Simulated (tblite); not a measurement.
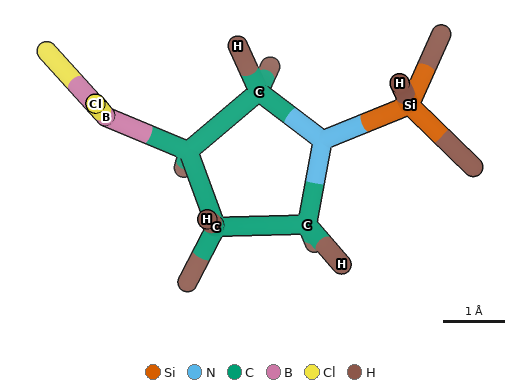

Figure 1. The input geometry (stick view, seen at a tilt).

## C₄H₁₀BCl₂NSi: geometry relaxation (part 1 of 3)

C₄H₁₀BCl₂NSi, computed with GFN2-xTB geometry optimisation, gas phase (tblite 0.8.0).

It belongs to a series of runs on one base structure; here: H on C replaced by BCl2.

### Input file
```
{"job": {"kind": "relax", "xc": "GFN2-xTB", "basis": "xTB"}, "charge": 0, "multiplicity": 1}
Si     2.308700     0.801700    -0.863500
N      0.929900    -0.050800    -0.319800
C      0.913100    -0.692700     0.947700
C     -0.522900    -0.402100     1.398900
C     -1.267200    -0.546400     0.091900
B     -2.636600     0.238300     0.075800
Cl    -2.659800     2.012700     0.615600
Cl    -3.906500    -0.320200    -1.126700
C     -0.285600    -0.044100    -0.971600
H      2.540100     0.593600    -2.294800
H      2.231700     2.255700    -0.609600
H      3.515300     0.317300    -0.173300
H      0.978100    -1.792000     0.786600
H      1.657200    -0.353500     1.683500
H     -0.866700    -1.122300     2.164800
H     -0.576500     0.643400     1.728100
H     -1.401900    -1.641100    -0.058700
H     -0.277900    -0.822000    -1.773600
H     -0.682400     0.933800    -1.308800
```

The first line tells a small driver script what to run in tblite; the rest is the geometry in Å.

Hardware: 1 CPU thread, shared host.

Command:
```bash
OMP_NUM_THREADS=1 python <driver script> task.json out
```

### Output
```
step      E/eV     max force
  0    -781.53767    3.282
  1    -781.89253    1.561
  2    -782.10228    0.866
  3    -782.17286    0.622
  4    -782.20877    0.530
  5    -782.23824    0.361
  6    -782.25103    0.297
  7    -782.26048    0.215
  8    -782.26542    0.211
  9    -782.26963    0.150
 10    -782.27294    0.140
 11    -782.27615    0.143
 12    -782.27907    0.118
 13    -782.28171    0.126
 14    -782.28386    0.105
 15    -782.28560    0.097
 16    -782.28705    0.099
 17    -782.28834    0.085
 18    -782.28944    0.089
 19    -782.29031    0.059
 20    -782.29098    0.058
 21    -782.29153    0.052
 22    -782.29203    0.055
 23    -782.29249    0.053
 24    -782.29292    0.056
 25    -782.29333    0.055
 26    -782.29369    0.049
 27    -782.29398    0.039
 28    -782.29420    0.032
 29    -782.29441    0.043
 30    -782.29464    0.048
 31    -782.29488    0.041
 32    -782.29508    0.030
 33    -782.29523    0.032
 34    -782.29535    0.034
 35    -782.29548    0.029
 36    -782.29559    0.025
 37    -782.29567    0.022
 38    -782.29574    0.027
 39    -782.29583    0.030
 40    -782.29596    0.032
 41    -782.29610    0.031
 42    -782.29624    0.024
 43    -782.29636    0.026
 44    -782.29650    0.027
 45    -782.29664    0.028
 46    -782.29678    0.028
 47    -782.29689    0.026
 48    -782.29700    0.030
 49    -782.29711    0.029
 50    -782.29721    0.021
 51    -782.29731    0.021
 52    -782.29741    0.023
 53    -782.29755    0.032
 54    -782.29770    0.031
 55    -782.29784    0.022
 56    -782.29794    0.025
 57    -782.29804    0.031
 58    -782.29814    0.031
 59    -782.29821    0.021
 60    -782.29827    0.021
 61    -782.29833    0.022
 62    -782.29841    0.034
 63    -782.29852    0.036
 64    -782.29860    0.021
 65    -782.29866    0.016
 66    -782.29871    0.017
 67    -782.29877    0.025
 68    -782.29884    0.024
 69    -782.29891    0.017
 70    -782.29897    0.020
 71    -782.29903    0.022
 72    -782.29912    0.032
 73    -782.29923    0.029
 74    -782.29934    0.026
 75    -782.29947    0.030
 76    -782.29965    0.039
 77    -782.29994    0.055
 78    -782.30033    0.059
 79    -782.30081    0.057
 80    -782.30137    0.053
 81    -782.30201    0.061
 82    -782.30274    0.071
 83    -782.30368    0.081
 84    -782.30498    0.080
 85    -782.30652    0.089
 86    -782.30667    0.154
 87    -782.30789    0.113
 88    -782.30905    0.082
 89    -782.30974    0.073
 90    -782.31106    0.079
 91    -782.31307    0.189
 92    -782.31594    0.163
 93    -782.31960    0.153
 94    -782.32364    0.109
 95    -782.32639    0.107
 96    -782.32869    0.114
 97    -782.33168    0.147
 98    -782.33382    0.176
 99    -782.33397    0.273
100    -782.33793    0.106
101    -782.33972    0.092
102    -782.34166    0.097
103    -782.34311    0.089
104    -782.34421    0.095
105    -782.34510    0.067
106    -782.34579    0.060
107    -782.34634    0.061
108    -782.34679    0.047
109    -782.34725    0.038
110    -782.34754    0.028
111    -782.34774    0.028
112    -782.34794    0.032
113    -782.34820    0.038
114    -782.34857    0.042
115    -782.34896    0.042
116    -782.34928    0.039
117    -782.34955    0.040
118    -782.34986    0.043
119    -782.35025    0.047
120    -782.35062    0.049
121    -782.35087    0.028
122    -782.35102    0.022
123    -782.35115    0.023
124    -782.35129    0.026
125    -782.35142    0.025
126    -782.35152    0.018
127    -782.35161    0.020
128    -782.35173    0.026
129    -782.35187    0.033
130    -782.35202    0.034
131    -782.35219    0.030
132    -782.35240    0.035
133    -782.35275    0.052
134    -782.35331    0.082
135    -782.35399    0.090
136    -782.35461    0.068
137    -782.35519    0.060
138    -782.35573    0.060
139    -782.35627    0.053
140    -782.35688    0.057
141    -782.35751    0.053
142    -782.35807    0.065
143    -782.35859    0.060
144    -782.35912    0.062
145    -782.35970    0.045
146    -782.36029    0.046
147    -782.36065    0.047
148    -782.36093    0.036
149    -782.36108    0.026
150    -782.36122    0.018
151    -782.36130    0.023
152    -782.36135    0.014
153    -782.36138    0.011
154    -782.36140    0.008
```

### Trajectory as extended XYZ (Å, eV, eV/Å), 25 of the 155 frames kept, from step=0 to step=154
```
19
Properties=species:S:1:pos:R:3:forces:R:3 step=0 energy=-781.53767
Si    2.3087    0.8017   -0.8635    0.6030   0.4610  -0.1390
N     0.9299   -0.0508   -0.3198    3.0430   1.2250   0.0890
C     0.9131   -0.6927    0.9477   -0.9110  -0.8930   0.5930
C    -0.5229   -0.4021    1.3989    0.5830  -0.0410   0.8640
C    -1.2672   -0.5464    0.0919   -1.6790  -1.2650   0.7740
B    -2.6366    0.2383    0.0758   -0.7030   1.2570  -1.5500
Cl   -2.6598    2.0127    0.6156   -0.2210  -1.8540  -0.3950
Cl   -3.9065   -0.3202   -1.1267    0.9330   0.6080   1.3400
C    -0.2856   -0.0441   -0.9716   -1.7490  -0.7740  -0.7870
H     2.5401    0.5936   -2.2948   -0.1820  -0.0430  -0.0480
H     2.2317    2.2557   -0.6096   -0.1020  -0.0870  -0.0330
H     3.5153    0.3173   -0.1733   -0.2490  -0.0810   0.0600
H     0.9781   -1.7920    0.7866    0.3390   0.2390   0.3080
H     1.6572   -0.3535    1.6835   -0.1230  -0.0900  -0.5880
H    -0.8667   -1.1223    2.1648    0.0590   0.6330  -0.2410
H    -0.5765    0.6434    1.7281   -0.0680  -0.3540   0.2640
H    -1.4019   -1.6411   -0.0587   -0.1440   0.4960  -0.0370
H    -0.2779   -0.8220   -1.7736   -0.2260   0.8340  -0.1370
H    -0.6824    0.9338   -1.3088    0.7990  -0.2700  -0.3360
19
Properties=species:S:1:pos:R:3:forces:R:3 step=6 energy=-782.25103
Si    2.3555    0.8385   -0.8796    0.0000   0.0340   0.0150
N     0.9819   -0.0205   -0.3142    0.2880  -0.0420   0.0570
C     0.8954   -0.7110    0.9467   -0.0390  -0.1180   0.2170
C    -0.5250   -0.4073    1.4196    0.1660  -0.0360   0.1120
C    -1.3156   -0.5715    0.1226    0.0800  -0.1050  -0.0700
B    -2.6215    0.2941   -0.0435   -0.0930  -0.0380  -0.0620
Cl   -2.6994    1.8801    0.5927   -0.0940   0.1120   0.0830
Cl   -3.8914   -0.2715   -1.0437   -0.1930  -0.0120  -0.0530
C    -0.3019   -0.0741   -0.9524   -0.0450  -0.0430  -0.2660
H     2.5208    0.5919   -2.3188   -0.0730   0.0400   0.0630
H     2.2250    2.2841   -0.6154    0.0130  -0.0510  -0.0720
H     3.5120    0.3021   -0.1522   -0.1170   0.0290  -0.0130
H     1.0117   -1.7987    0.8112    0.0200   0.0510  -0.0110
H     1.6558   -0.3668    1.6435    0.0550   0.0310  -0.0060
H    -0.8705   -1.0840    2.1995    0.0180   0.0610   0.0120
H    -0.5801    0.6244    1.7714   -0.0070  -0.0630   0.0380
H    -1.4628   -1.6427   -0.0496   -0.1300   0.0740   0.0370
H    -0.3054   -0.7627   -1.8033    0.0190  -0.0780  -0.0680
H    -0.5942    0.9049   -1.3419    0.1320   0.1550  -0.0140
19
Properties=species:S:1:pos:R:3:forces:R:3 step=13 energy=-782.28171
Si    2.3504    0.8444   -0.8756    0.0060  -0.0030  -0.0010
N     1.0085   -0.0631   -0.3204    0.0710  -0.0170   0.0210
C     0.9086   -0.7203    0.9602   -0.0860  -0.0630   0.0350
C    -0.5180   -0.4094    1.4168    0.0440   0.0220   0.0260
C    -1.3146   -0.5579    0.1083    0.0750  -0.0360  -0.0220
B    -2.6423    0.3015   -0.0577    0.0930  -0.0300   0.0180
Cl   -2.7430    1.8766    0.6086   -0.0580   0.0510   0.0410
Cl   -3.9372   -0.2648   -1.0374    0.0050  -0.0060   0.0340
C    -0.2797   -0.0865   -0.9669   -0.0290  -0.0070  -0.0360
H     2.4895    0.6068   -2.3125   -0.0240   0.0010  -0.0500
H     2.2260    2.2908   -0.6413   -0.0290   0.0250   0.0030
H     3.4923    0.3080   -0.1410    0.0290   0.0150   0.0290
H     1.0264   -1.8065    0.8283    0.0080  -0.0020   0.0840
H     1.6753   -0.3638    1.6508   -0.1050  -0.0250  -0.0650
H    -0.8679   -1.0780    2.2030   -0.0090  -0.0100  -0.0870
H    -0.5743    0.6152    1.7846    0.0180   0.0360  -0.0290
H    -1.4983   -1.6259   -0.0477    0.0050   0.0470  -0.0390
H    -0.2867   -0.7717   -1.8248   -0.0200   0.0250   0.0600
H    -0.5249    0.9139   -1.3426    0.0050  -0.0220  -0.0220
19
Properties=species:S:1:pos:R:3:forces:R:3 step=19 energy=-782.29031
Si    2.3523    0.8447   -0.8756   -0.0320  -0.0290   0.0080
N     1.0273   -0.0941   -0.3255   -0.0300  -0.0080  -0.0260
C     0.9062   -0.7342    0.9637    0.0270   0.0230  -0.0120
C    -0.5152   -0.4042    1.4092   -0.0140  -0.0140  -0.0260
C    -1.3058   -0.5458    0.0986   -0.0090   0.0160  -0.0420
B    -2.6368    0.3112   -0.0525    0.0150   0.0200   0.0020
Cl   -2.7766    1.8810    0.6282    0.0250  -0.0170   0.0300
Cl   -3.9402   -0.2658   -1.0152    0.0080  -0.0260   0.0100
C    -0.2636   -0.0897   -0.9728   -0.0330  -0.0160  -0.0110
H     2.4668    0.6146   -2.3183    0.0090  -0.0060   0.0030
H     2.2139    2.2938   -0.6508   -0.0310  -0.0130   0.0200
H     3.4931    0.3217   -0.1297    0.0360   0.0230  -0.0050
H     1.0271   -1.8231    0.8644   -0.0230   0.0120  -0.0080
H     1.6620   -0.3644    1.6520    0.0390   0.0030   0.0440
H    -0.8765   -1.0820    2.1794   -0.0350   0.0340   0.0310
H    -0.5632    0.6220    1.7760    0.0020  -0.0270  -0.0050
H    -1.5014   -1.6107   -0.0635    0.0180   0.0290  -0.0020
H    -0.2831   -0.7791   -1.8250   -0.0050   0.0310  -0.0020
H    -0.4962    0.9134   -1.3501    0.0350  -0.0370  -0.0080
19
Properties=species:S:1:pos:R:3:forces:R:3 step=26 energy=-782.29369
Si    2.3499    0.8384   -0.8738    0.0060   0.0080  -0.0020
N     1.0330   -0.1144   -0.3301   -0.0030   0.0080  -0.0160
C     0.9050   -0.7377    0.9673    0.0200  -0.0070  -0.0290
C    -0.5169   -0.4006    1.4035   -0.0200   0.0150  -0.0140
C    -1.3020   -0.5374    0.0896   -0.0080   0.0040  -0.0280
B    -2.6329    0.3189   -0.0505   -0.0110  -0.0060   0.0110
Cl   -2.7777    1.8775    0.6544    0.0070  -0.0290  -0.0090
Cl   -3.9385   -0.2764   -0.9991   -0.0090   0.0240   0.0070
C    -0.2573   -0.0944   -0.9803    0.0140   0.0090  -0.0060
H     2.4630    0.6137   -2.3178    0.0130  -0.0060   0.0130
H     2.1884    2.2841   -0.6428   -0.0250   0.0000   0.0110
H     3.5061    0.3425   -0.1320    0.0050   0.0020  -0.0070
H     1.0216   -1.8260    0.8762   -0.0110  -0.0480   0.0020
H     1.6607   -0.3671    1.6570    0.0120   0.0110   0.0070
H    -0.8953   -1.0676    2.1749    0.0040  -0.0060   0.0160
H    -0.5589    0.6247    1.7693   -0.0040   0.0370  -0.0050
H    -1.5001   -1.6002   -0.0756   -0.0050  -0.0160   0.0190
H    -0.2854   -0.7786   -1.8359    0.0140  -0.0140   0.0130
H    -0.4725    0.9099   -1.3618    0.0000   0.0120   0.0170
19
Properties=species:S:1:pos:R:3:forces:R:3 step=32 energy=-782.29508
Si    2.3501    0.8385   -0.8714    0.0020   0.0040   0.0030
N     1.0372   -0.1236   -0.3340    0.0080  -0.0110   0.0090
C     0.9045   -0.7425    0.9648   -0.0070   0.0060   0.0080
C    -0.5174   -0.3940    1.3978    0.0030  -0.0010   0.0080
C    -1.3008   -0.5362    0.0828   -0.0010  -0.0100   0.0240
B    -2.6342    0.3159   -0.0485   -0.0050   0.0090  -0.0140
Cl   -2.7733    1.8685    0.6660   -0.0070   0.0160   0.0060
Cl   -3.9471   -0.2711   -0.9910   -0.0110   0.0070   0.0010
C    -0.2533   -0.0959   -0.9845    0.0210  -0.0080   0.0120
H     2.4704    0.6104   -2.3142    0.0080   0.0120   0.0060
H     2.1633    2.2803   -0.6324   -0.0030  -0.0050  -0.0040
H     3.5159    0.3533   -0.1368   -0.0150   0.0040   0.0040
H     1.0131   -1.8341    0.8803   -0.0050   0.0210   0.0000
H     1.6605   -0.3699    1.6545    0.0000  -0.0210  -0.0070
H    -0.8992   -1.0549    2.1735    0.0060   0.0010   0.0030
H    -0.5579    0.6343    1.7585    0.0190   0.0030  -0.0230
H    -1.5000   -1.6000   -0.0739    0.0110  -0.0210  -0.0100
H    -0.2795   -0.7814   -1.8381   -0.0100   0.0030  -0.0210
H    -0.4622    0.9115   -1.3609   -0.0140  -0.0090  -0.0060
19
Properties=species:S:1:pos:R:3:forces:R:3 step=38 energy=-782.29574
Si    2.3492    0.8397   -0.8691   -0.0060  -0.0020   0.0040
N     1.0402   -0.1303   -0.3356   -0.0060  -0.0060   0.0000
C     0.9041   -0.7448    0.9648   -0.0030  -0.0120   0.0000
C    -0.5168   -0.3908    1.3958    0.0140   0.0000  -0.0030
C    -1.3003   -0.5392    0.0811    0.0030   0.0020   0.0110
B    -2.6342    0.3162   -0.0501    0.0030  -0.0100   0.0070
Cl   -2.7733    1.8671    0.6715    0.0080  -0.0030  -0.0050
Cl   -3.9547   -0.2644   -0.9863    0.0100  -0.0020  -0.0010
C    -0.2508   -0.0999   -0.9854   -0.0090   0.0000  -0.0040
H     2.4776    0.6137   -2.3109    0.0010   0.0100  -0.0050
H     2.1494    2.2789   -0.6290    0.0030   0.0070  -0.0030
H     3.5165    0.3593   -0.1350   -0.0070   0.0030   0.0170
H     1.0063   -1.8364    0.8821    0.0040  -0.0070  -0.0050
H     1.6629   -0.3771    1.6540   -0.0080  -0.0070  -0.0070
H    -0.8985   -1.0466    2.1764    0.0020   0.0270  -0.0040
H    -0.5511    0.6417    1.7454   -0.0020  -0.0100  -0.0010
H    -1.4959   -1.6045   -0.0745   -0.0050   0.0100   0.0020
H    -0.2791   -0.7810   -1.8427   -0.0030  -0.0100  -0.0030
H    -0.4613    0.9077   -1.3601    0.0000   0.0080  -0.0020
19
Properties=species:S:1:pos:R:3:forces:R:3 step=45 energy=-782.29664
Si    2.3441    0.8425   -0.8637   -0.0050   0.0040   0.0020
N     1.0421   -0.1447   -0.3433   -0.0040   0.0050  -0.0070
C     0.9038   -0.7560    0.9591    0.0030  -0.0030   0.0040
C    -0.5112   -0.3851    1.3913   -0.0070   0.0070   0.0040
C    -1.2992   -0.5419    0.0817   -0.0030   0.0000  -0.0240
B    -2.6328    0.3135   -0.0461    0.0090   0.0080  -0.0080
Cl   -2.7643    1.8654    0.6751    0.0010   0.0030  -0.0010
Cl   -3.9558   -0.2600   -0.9817    0.0030  -0.0120  -0.0020
C    -0.2513   -0.1061   -0.9890   -0.0260  -0.0060  -0.0090
H     2.4892    0.6292   -2.3058   -0.0020  -0.0100  -0.0020
H     2.1319    2.2801   -0.6271   -0.0060   0.0130   0.0100
H     3.5052    0.3720   -0.1147    0.0040  -0.0010   0.0120
H     0.9983   -1.8482    0.8789   -0.0140  -0.0120  -0.0120
H     1.6648   -0.3945    1.6477    0.0250   0.0100   0.0000
H    -0.8982   -1.0193    2.1857    0.0010  -0.0260  -0.0010
H    -0.5362    0.6525    1.7241    0.0160   0.0200   0.0030
H    -1.4946   -1.6077   -0.0710   -0.0040   0.0060   0.0140
H    -0.2853   -0.7858   -1.8479   -0.0050   0.0020   0.0150
H    -0.4603    0.9035   -1.3609    0.0130  -0.0100   0.0040
19
Properties=species:S:1:pos:R:3:forces:R:3 step=51 energy=-782.29731
Si    2.3391    0.8469   -0.8584    0.0030   0.0050   0.0010
N     1.0419   -0.1535   -0.3496    0.0090   0.0040  -0.0100
C     0.9042   -0.7635    0.9541    0.0030   0.0050  -0.0170
C    -0.5063   -0.3793    1.3895    0.0020  -0.0010  -0.0030
C    -1.2991   -0.5414    0.0831    0.0060   0.0070  -0.0040
B    -2.6304    0.3153   -0.0474   -0.0010   0.0020   0.0100
Cl   -2.7576    1.8669    0.6752   -0.0140   0.0060  -0.0130
Cl   -3.9534   -0.2631   -0.9804    0.0020   0.0060   0.0010
C    -0.2538   -0.1118   -0.9915    0.0130   0.0000  -0.0010
H     2.4957    0.6357   -2.3006   -0.0010  -0.0050   0.0200
H     2.1181    2.2849   -0.6215   -0.0070  -0.0160   0.0050
H     3.4947    0.3817   -0.0953   -0.0070   0.0100  -0.0090
H     0.9863   -1.8569    0.8711    0.0010   0.0050   0.0040
H     1.6731   -0.4062    1.6372   -0.0030  -0.0190  -0.0050
H    -0.8958   -1.0077    2.1876    0.0060   0.0050   0.0080
H    -0.5192    0.6624    1.7118   -0.0050  -0.0090   0.0180
H    -1.4971   -1.6078   -0.0615    0.0020   0.0060   0.0020
H    -0.2935   -0.7926   -1.8488    0.0000   0.0010   0.0040
H    -0.4568    0.8991   -1.3623   -0.0090  -0.0130  -0.0100
19
Properties=species:S:1:pos:R:3:forces:R:3 step=58 energy=-782.29814
Si    2.3326    0.8549   -0.8492    0.0000  -0.0050  -0.0010
N     1.0443   -0.1670   -0.3616   -0.0080   0.0030   0.0180
C     0.9057   -0.7741    0.9433    0.0000  -0.0040   0.0030
C    -0.4969   -0.3707    1.3876    0.0070  -0.0060   0.0060
C    -1.2966   -0.5359    0.0855   -0.0050   0.0060   0.0300
B    -2.6273    0.3208   -0.0454   -0.0090   0.0070  -0.0060
Cl   -2.7603    1.8759    0.6674    0.0020   0.0060  -0.0020
Cl   -3.9492   -0.2635   -0.9769   -0.0040   0.0010  -0.0020
C    -0.2546   -0.1202   -0.9976    0.0170   0.0000   0.0120
H     2.5055    0.6402   -2.2875    0.0080   0.0130  -0.0080
H     2.0900    2.2875   -0.6076   -0.0050   0.0010  -0.0030
H     3.4833    0.4019   -0.0727    0.0060   0.0070  -0.0050
H     0.9696   -1.8684    0.8595    0.0000  -0.0020  -0.0050
H     1.6861   -0.4328    1.6212   -0.0100   0.0010  -0.0040
H    -0.8864   -0.9906    2.1927    0.0010  -0.0010  -0.0040
H    -0.4987    0.6721    1.7074    0.0020  -0.0090  -0.0080
H    -1.4985   -1.6027   -0.0487   -0.0050  -0.0020  -0.0060
H    -0.3027   -0.8060   -1.8497    0.0000  -0.0190  -0.0060
H    -0.4557    0.8879   -1.3751    0.0050   0.0060  -0.0070
19
Properties=species:S:1:pos:R:3:forces:R:3 step=64 energy=-782.29860
Si    2.3289    0.8587   -0.8453   -0.0030   0.0070   0.0010
N     1.0442   -0.1707   -0.3630    0.0050  -0.0070  -0.0060
C     0.9060   -0.7837    0.9383   -0.0030   0.0040   0.0080
C    -0.4914   -0.3697    1.3889   -0.0090   0.0030  -0.0060
C    -1.2973   -0.5315    0.0907    0.0000  -0.0070  -0.0200
B    -2.6274    0.3272   -0.0447    0.0110  -0.0030   0.0000
Cl   -2.7618    1.8857    0.6599    0.0080   0.0000  -0.0010
Cl   -3.9485   -0.2620   -0.9761    0.0090   0.0070   0.0060
C    -0.2542   -0.1264   -0.9983   -0.0110  -0.0020  -0.0060
H     2.5159    0.6517   -2.2833    0.0000   0.0030  -0.0010
H     2.0696    2.2877   -0.6023   -0.0030   0.0090  -0.0050
H     3.4809    0.4185   -0.0634    0.0020  -0.0010  -0.0040
H     0.9603   -1.8783    0.8497    0.0030   0.0060  -0.0030
H     1.6909   -0.4490    1.6133    0.0070  -0.0090   0.0150
H    -0.8812   -0.9837    2.1982   -0.0050  -0.0030  -0.0060
H    -0.4841    0.6744    1.7029    0.0040   0.0030   0.0090
H    -1.5029   -1.5978   -0.0428   -0.0140  -0.0020   0.0040
H    -0.3068   -0.8210   -1.8441    0.0060  -0.0030   0.0130
H    -0.4509    0.8789   -1.3861   -0.0050  -0.0040   0.0010
```
